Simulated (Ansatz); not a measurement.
# CH3BN2: rotation by 180° about the N1–B2 bond, part 2 of 2

Wanted: the energy profile along the rotation by 180° about the N1–B2 bond, from relaxed end points and a band of images. SMILES of the start: NB1C=N1.

Ansatz 0.2.0; RKS B3LYP-D4/def2-SVPD. Earlier steps stand in the parts before.

## Step 4: Nudged elastic band

crystal.atoms is end A as relaxed above, and neb.final_atoms is end B, turned to lie on A. With 5 inner images the band has 7 in all.

input.yaml reads:

```yaml
crystal:
  periodic: [false, false, false]
  atoms:
    - { symbol: "N", position_ang: [-0.737394, 1.097835, 0.106716] }
    - { symbol: B, position_ang: [-0.038712, -0.09324, -0.036219] }
    - { symbol: C, position_ang: [1.037843, -1.081393, -0.051798] }
    - { symbol: "N", position_ang: [-0.147334, -1.491113, -0.398631] }
    - { symbol: H, position_ang: [-1.728225, 1.170112, -0.082078] }
    - { symbol: H, position_ang: [-0.308047, 1.961395, 0.405297] }
    - { symbol: H, position_ang: [1.98307, -1.631596, 0.011112] }
basis:
  gaussian: { orbitals: def2-SVPD }
hamiltonian:
  xc: b3lyp
  dispersion: d4
neb:
  order_check: false
  images: 5
  f_tol: 0.05
  max_iterations: 60
  initial_path: idpp
  final_atoms:
    - { symbol: "N", position_ang: [-0.73729016, 1.09773923, 0.10674514] }
    - { symbol: B, position_ang: [-0.03826856, -0.09281098, -0.0365546] }
    - { symbol: C, position_ang: [1.03784768, -1.08142067, -0.05182721] }
    - { symbol: "N", position_ang: [-0.14693942, -1.49059883, -0.40006802] }
    - { symbol: H, position_ang: [-0.30910534, 1.96122806, 0.40705839] }
    - { symbol: H, position_ang: [-1.7278466, 1.16990487, -0.08335401] }
    - { symbol: H, position_ang: [1.9828034, -1.63204168, 0.01239932] }
```

Command:

```bash
$ ansatz run input.yaml --threads 2 --pin off --max-ram 3072MiB --backend cpu --events-out ev --progress --plain --runs-dir out
```

What it wrote (excerpt; [...] marks lines left out):

```text
Warning: RAYON_NUM_THREADS=2 ignored (pool sized by the plan → 2); use --threads N
[...]
Functional definition: B3LYP
[...]
870 factors; their error is unknown
[...]
mean field -4738.91663256 eV, -174.1519740935 hartree, gradient 5.1e-5 eV, S^2 0.000000; 0 other end points of the search recorded, 0 dependent functions left out
[...]
reference -4738.91687624 eV, -174.1519830486 hartree; 14, 14 occupied and 90, 90 virtual orbitals, 870 factors
870 factors; their error is unknown
[...]
mean field -4738.91662901 eV, -174.1519739629 hartree, gradient 5.1e-5 eV, S^2 0.000000; 0 other end points of the search recorded, 0 dependent functions left out
[...]
reference -4738.91687267 eV, -174.1519829173 hartree; 14, 14 occupied and 90, 90 virtual orbitals, 870 factors
NEB end point (image 0): max|allowed force component| = 9.043e-3 eV/Å (the criterion of neb.relax_end_points is 1.000e-2)
[...]
NEB iter  10: max|band force component| = 2.344e-2 eV/Å  barrier→ = 0.7541 eV  barrier← = 0.7541 eV  CI = image 3  Δτ_max = 0.0000 Å  (341 SCF iters)
Total energy: -4738.32500535 eV, -174.1302321947 hartree
Atom 0 at    -0.682633     1.161597     0.306851 Å, force     0.003419     0.006532     0.001188 eV/Å
Atom 1 at     0.031875    -0.043413    -0.018699 Å, force    -0.009506    -0.010488     0.001349 eV/Å
Atom 2 at     0.985024    -1.135790     0.127708 Å, force     0.005988     0.000406     0.007976 eV/Å
Atom 3 at     0.216215    -1.126633    -0.941090 Å, force    -0.004893     0.005826    -0.004494 eV/Å
Atom 4 at    -1.683190     1.028906     0.434739 Å, force    -0.000695    -0.001440    -0.002410 eV/Å
Atom 5 at    -0.558395     1.915292    -0.365087 Å, force     0.003206    -0.002624    -0.000992 eV/Å
Atom 6 at     1.752305    -1.867958     0.409977 Å, force     0.002481     0.001788    -0.002617 eV/Å
Dipole moment:    -0.036653     0.169671     0.133051 e Å
this run last wrote the band of iteration 10 to <dir>
```

Wall time 78 s (2 threads of Arm Neoverse V2, shared host); peak memory 0.17 GiB.

## Step 5: The band, image by image

Images 0 and 6 are the ends. Energies count from image 0; the path length is the program's own measure over all atoms.

| image | path (Å) | energy (eV) | dihedral H5–N1–B2–N4 (°) | band force (eV/Å) |
| --- | --- | --- | --- | --- |
| 0 | 0.000 | 0.0000 | 0 | - |
| 1 | 0.467 | 0.1805 | 13 | 0.018 |
| 2 | 0.935 | 0.5647 | 29 | 0.011 |
| 3* | 1.402 | 0.7541 | 62 | 0.011 |
| 4 | 1.869 | 0.5656 | 106 | 0.020 |
| 5 | 2.337 | 0.1812 | 148 | 0.023 |
| 6 | 2.804 | 0.0000 | -180 | - |

The star marks the climbing image.

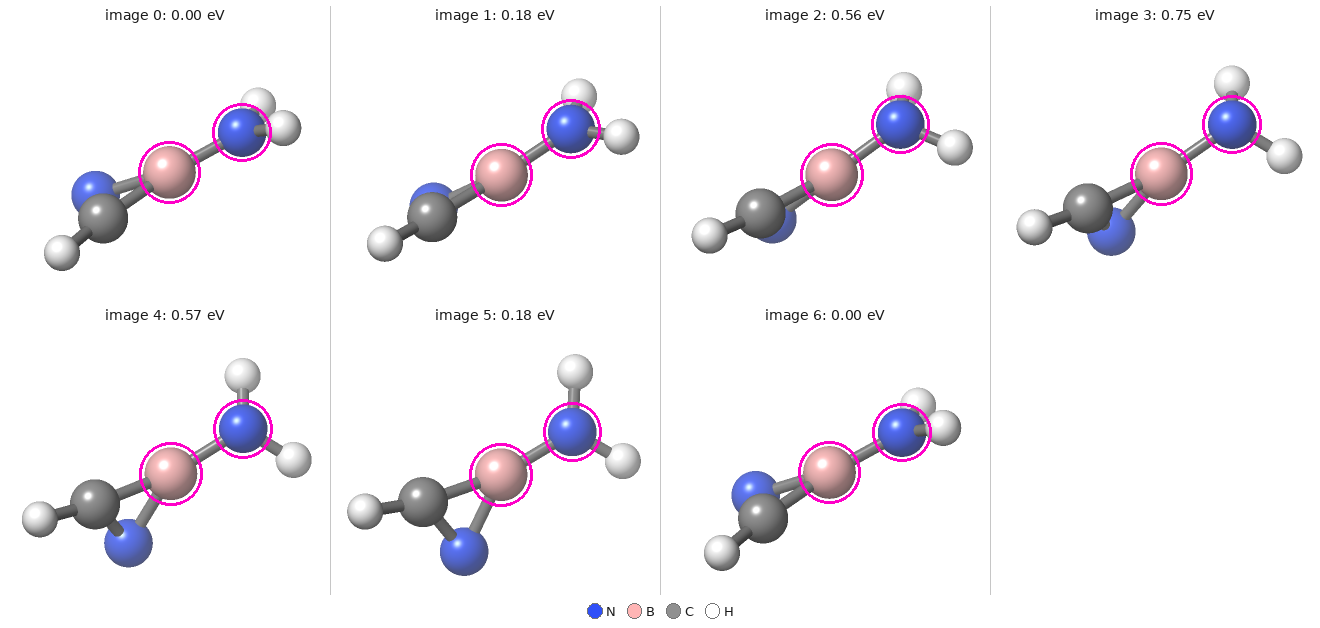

The images of the last band, seen from a free direction. Ringed: N1, B2. Sticks join atoms closer than a bonding distance in each image.

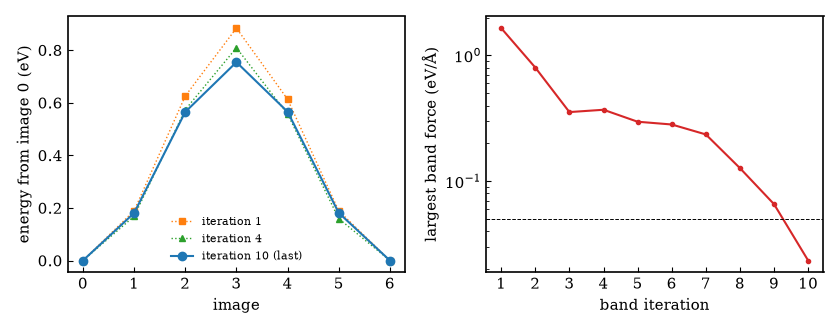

Left: energy of each image for early iterations and the last one (lines only join the points; early values far above the last band run off the scale). Right: the largest band force by iteration, with the threshold dashed.

How the highest energy settled:

```csv
iteration,highest image above image 0 (eV),largest band force (eV/Å)
1,0.8835,1.649
2,0.8400,0.801
3,0.8178,0.355
4,0.8087,0.370
5,0.8000,0.297
6,0.7832,0.283
7,0.7573,0.236
8,0.7547,0.127
9,0.7542,0.066
10,0.7541,0.023
```

The band as a trajectory file:

```xyz
7
image=0 dE=0.0000
N    -0.737    1.098    0.107
B    -0.039   -0.093   -0.036
C     1.038   -1.081   -0.052
N    -0.147   -1.491   -0.399
H    -1.728    1.170   -0.082
H    -0.308    1.961    0.405
H     1.983   -1.632    0.011
7
image=1 dE=0.1805
N    -0.741    1.094    0.181
B     0.015   -0.054   -0.059
C     1.052   -1.086   -0.015
N    -0.070   -1.390   -0.601
H    -1.749    1.059    0.108
H    -0.370    2.031    0.167
H     1.924   -1.722    0.174
7
image=2 dE=0.5647
N    -0.722    1.117    0.286
B     0.032   -0.044   -0.039
C     1.037   -1.099    0.054
N     0.047   -1.269   -0.789
H    -1.731    1.018    0.264
H    -0.451    2.003   -0.120
H     1.850   -1.793    0.298
7
image=3 dE=0.7541
N    -0.683    1.162    0.307
B     0.032   -0.043   -0.019
C     0.985   -1.136    0.128
N     0.216   -1.127   -0.941
H    -1.683    1.029    0.435
H    -0.558    1.915   -0.365
H     1.752   -1.868    0.410
7
image=4 dE=0.5656
N    -0.681    1.157    0.223
B     0.017   -0.056   -0.027
C     0.921   -1.185    0.170
N     0.441   -0.989   -1.034
H    -1.601    1.109    0.644
H    -0.676    1.842   -0.524
H     1.639   -1.945    0.503
7
image=5 dE=0.1812
N    -0.741    1.104    0.118
B     0.010   -0.061   -0.051
C     0.866   -1.225    0.180
N     0.675   -0.859   -1.054
H    -1.452    1.223    0.821
H    -0.796    1.781   -0.631
H     1.499   -2.030    0.571
7
image=6 dE=0.0000
N    -0.738    1.098    0.107
B    -0.038   -0.093   -0.037
C     1.038   -1.081   -0.052
N    -0.146   -1.490   -0.401
H    -0.310    1.961    0.408
H    -1.728    1.170   -0.084
H     1.983   -1.632    0.013
```

## Step 6: Vibrations at the top

The geometry is the highest inner image of the first converged band.

input.yaml reads:

```yaml
crystal:
  periodic: [false, false, false]
  atoms:
    - { symbol: "N", position_ang: [-0.682633, 1.161597, 0.306851] }
    - { symbol: B, position_ang: [0.031875, -0.043413, -0.018699] }
    - { symbol: C, position_ang: [0.985024, -1.13579, 0.127708] }
    - { symbol: "N", position_ang: [0.216215, -1.126633, -0.94109] }
    - { symbol: H, position_ang: [-1.68319, 1.028906, 0.434739] }
    - { symbol: H, position_ang: [-0.558395, 1.915292, -0.365087] }
    - { symbol: H, position_ang: [1.752305, -1.867958, 0.409977] }
basis:
  gaussian: { orbitals: def2-SVPD }
hamiltonian:
  xc: b3lyp
  dispersion: d4
phonons: {}
```

Command:

```bash
$ ansatz run input.yaml --threads 2 --pin off --max-ram 3072MiB --backend cpu --events-out ev --progress --plain --runs-dir out
```

What it wrote (excerpt; [...] marks lines left out):

```text
Warning: RAYON_NUM_THREADS=2 ignored (pool sized by the plan → 2); use --threads N
[...]
[... 1 set-up line as earlier in the session ...]
[...]
870 factors; their error is unknown
[...]
mean field -4738.16275891 eV, -174.1242697479 hartree, gradient 7.0e-5 eV, S^2 0.000000; 0 other end points of the search recorded, 0 dependent functions left out
[...]
reference -4738.16300404 eV, -174.1242787564 hartree; 14, 14 occupied and 90, 90 virtual orbitals, 870 factors
[...]
870 factors; their error is unknown
mean field -4738.16257439 eV, -174.1242629669 hartree, gradient 3.5e-6 eV, S^2 0.000000; 0 other end points of the search recorded, 0 dependent functions left out
[...]
reference -4738.16281949 eV, -174.1242719743 hartree; 14, 14 occupied and 90, 90 virtual orbitals, 870 factors
[...]
870 factors; their error is unknown
[...]
mean field -4738.16261516 eV, -174.1242644650 hartree, gradient 3.4e-6 eV, S^2 0.000000; 0 other end points of the search recorded, 0 dependent functions left out
[...]
reference -4738.16286020 eV, -174.1242734702 hartree; 14, 14 occupied and 90, 90 virtual orbitals, 870 factors
[...]
870 factors; their error is unknown
mean field -4738.16269520 eV, -174.1242674065 hartree, gradient 3.4e-6 eV, S^2 0.000000; 0 other end points of the search recorded, 0 dependent functions left out
[...]
reference -4738.16294032 eV, -174.1242764144 hartree; 14, 14 occupied and 90, 90 virtual orbitals, 870 factors
[...]
870 factors; their error is unknown
mean field -4738.16270108 eV, -174.1242676228 hartree, gradient 3.5e-6 eV, S^2 0.000000; 0 other end points of the search recorded, 0 dependent functions left out
[...]
reference -4738.16294623 eV, -174.1242766318 hartree; 14, 14 occupied and 90, 90 virtual orbitals, 870 factors
[...]
870 factors; their error is unknown
[...]
mean field -4738.16268546 eV, -174.1242670486 hartree, gradient 3.5e-6 eV, S^2 0.000000; 0 other end points of the search recorded, 0 dependent functions left out
[...]
```

## Step 7: The output, continued: vibrations at the highest image of the band

Output, continued (excerpt; [...] marks lines left out):

```text
reference -4738.16293056 eV, -174.1242760558 hartree; 14, 14 occupied and 90, 90 virtual orbitals, 870 factors
[...]
870 factors; their error is unknown
mean field -4738.16271121 eV, -174.1242679949 hartree, gradient 3.4e-6 eV, S^2 0.000000; 0 other end points of the search recorded, 0 dependent functions left out
[...]
reference -4738.16295638 eV, -174.1242770046 hartree; 14, 14 occupied and 90, 90 virtual orbitals, 870 factors
[...]
870 factors; their error is unknown
mean field -4738.16258306 eV, -174.1242632856 hartree, gradient 3.5e-6 eV, S^2 0.000000; 0 other end points of the search recorded, 0 dependent functions left out
[...]
reference -4738.16282814 eV, -174.1242722920 hartree; 14, 14 occupied and 90, 90 virtual orbitals, 870 factors
[...]
870 factors; their error is unknown
mean field -4738.16263976 eV, -174.1242653693 hartree, gradient 3.5e-6 eV, S^2 0.000000; 0 other end points of the search recorded, 0 dependent functions left out
[...]
WARN: phonons: modes at or below zero, which the zero-point energy, F, S and C_V leave out: 1, the lowest at -507.44 cm⁻¹. A minimum has none, and a first-order saddle one
Total energy: -4738.32500536 eV, -174.1302321949 hartree
Atom 0 at    -0.682633     1.161597     0.306851 Å, force     0.003438     0.006488     0.001124 eV/Å
Atom 1 at     0.031875    -0.043413    -0.018699 Å, force    -0.009473    -0.010547     0.001313 eV/Å
Atom 2 at     0.985024    -1.135790     0.127708 Å, force     0.005945     0.000467     0.007936 eV/Å
Atom 3 at     0.216215    -1.126633    -0.941090 Å, force    -0.004905     0.005861    -0.004416 eV/Å
Atom 4 at    -1.683190     1.028906     0.434739 Å, force    -0.000722    -0.001437    -0.002398 eV/Å
Atom 5 at    -0.558395     1.915292    -0.365087 Å, force     0.003217    -0.002598    -0.000953 eV/Å
Atom 6 at     1.752305    -1.867958     0.409977 Å, force     0.002499     0.001767    -0.002605 eV/Å
Dipole moment:    -0.036654     0.169671     0.133049 e Å
Vibrations: -507.44 356.92 382.60 590.63 771.99 858.03 905.23 979.95 1205.23 1435.39 1547.03 1669.61 3114.42 3528.10 3603.19 cm⁻¹, zero-point energy 1.298631 eV
```

Run time: 36 s. Hardware: 2 threads of Arm Neoverse V2, shared host; peak memory 0.17 GiB.

Of 15 modes, 1 is imaginary by more than 30 cm⁻¹ (507i cm⁻¹).

## Step 8: Summary of results

What follows sums up all 2 parts.

| quantity | value |
| --- | --- |
| end A | 8 moves, 1.155 eV lower |
| end B | 8 moves, 1.069 eV lower |
| barrier forwards | 0.75 eV |
| barrier backwards | 0.75 eV |
| second end relative to first | 0.000 eV |
| highest image | 3 of 0 to 6, climbing |
| band iterations | 10 |
| imaginary modes at the top | 507i cm⁻¹ |

In words: The barrier from the first end is 0.75 eV, 29 times kT at 300 K; with a typical attempt rate of 10^13 per second that is roughly 10^0 events a second. The two ends lie within 1 meV of each other. The listed dihedral goes from 0° at end A through 62° at the highest image to -180° at end B. One imaginary mode, as a first-order saddle point has. These are electronic energies, with no zero-point or thermal terms.
